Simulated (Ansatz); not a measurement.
C (2 atoms in the cell), run with Ansatz.

```
crystal:
  lattice:
    - [0.0, 1.7784442586, 1.7784442586]
    - [1.7784442586, 0.0, 1.7784442586]
    - [1.7784442586, 1.7784442586, 0.0]
  atoms:
    - { symbol: C, position: [0.5, 0.5, 0.5] }
    - { symbol: C, position: [0.75, 0.75, 0.75] }
basis:
  ecutwfc: 420
kpoints:
  mp_grid: { grid: [1, 1, 1] }
hamiltonian:
  xc: pbe
  dispersion: d3bj
scf:
  occupations: { method: gaussian, width: 0.02 }
  max_iter: 50
output:
  forces: true
  eigenvalues: true
  stress: true
```

Launched with:
```bash
ansatz run input.yaml --threads 2 --pin off --max-ram 5120MiB --backend cpu --events-out ev --progress --plain --runs-dir out
```

> How does the iteration go?

It converged, after 6 iterations. The residual falls at every step. The input holds a fault (one k-point for a small cell). The SCF closed all the same, which doesn't make the results meaningful for the real system.

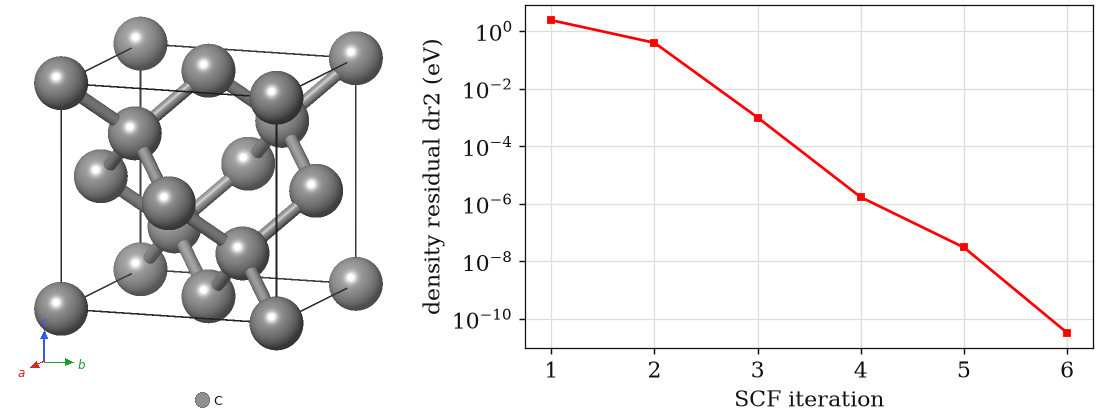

Beside the plot: the structure in its conventional cell.

SCF iterations of a calculation: density residual dr2. The starting density is a sum of atomic densities corrected by a trained network.
